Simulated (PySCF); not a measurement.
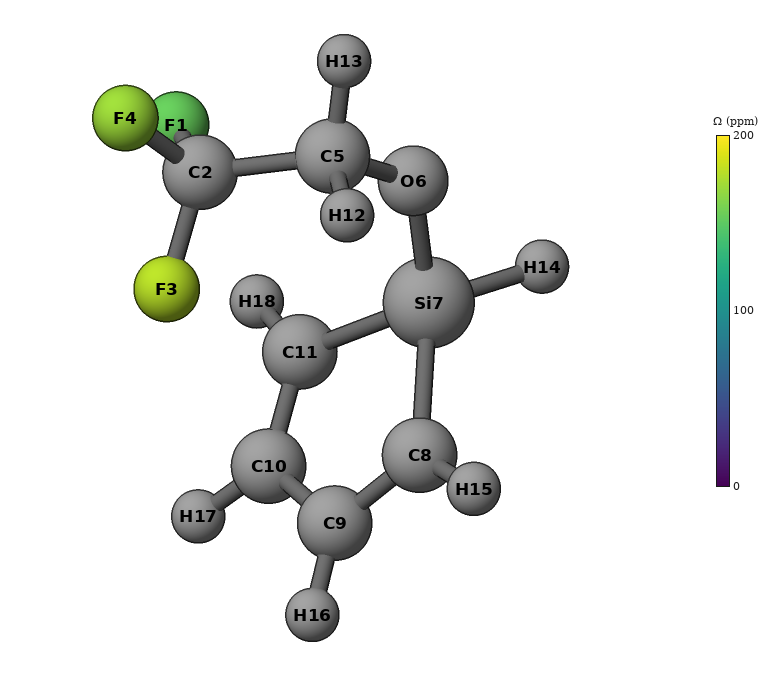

The F atoms are coloured by the span of their shielding tensor. Computed geometry: GFN2-xTB optimisation. No frequency run is at hand to confirm it as a minimum. Properties computed with GIAO PBE0/pcSseg-1 NMR shielding, non-relativistic, gas phase (PySCF 2.14.0). Principal shieldings σ11 ≤ σ22 ≤ σ33, span Ω = σ33 − σ11, skew κ = 3(σiso − σ22)/Ω.

Give the shielding tensors of the F atoms.

| atom | σ11 | σ22 | σ33 | σiso | Ω | κ |
| --- | --- | --- | --- | --- | --- | --- |
| F1 | 184.3 | 279.3 | 337.7 | 267.1 | 153.4 | −0.24 |
| F3 | 165.7 | 252.8 | 344.2 | 254.2 | 178.5 | 0.02 |
| F4 | 176.3 | 261.6 | 346.8 | 261.6 | 170.5 | 0.00 |

Shieldings and span in ppm.

The geometry is semi-empirical. Around Si such bond lengths and angles can be off by a tenth of an ångström or more and by several degrees, and values that hang on the shape move with them.
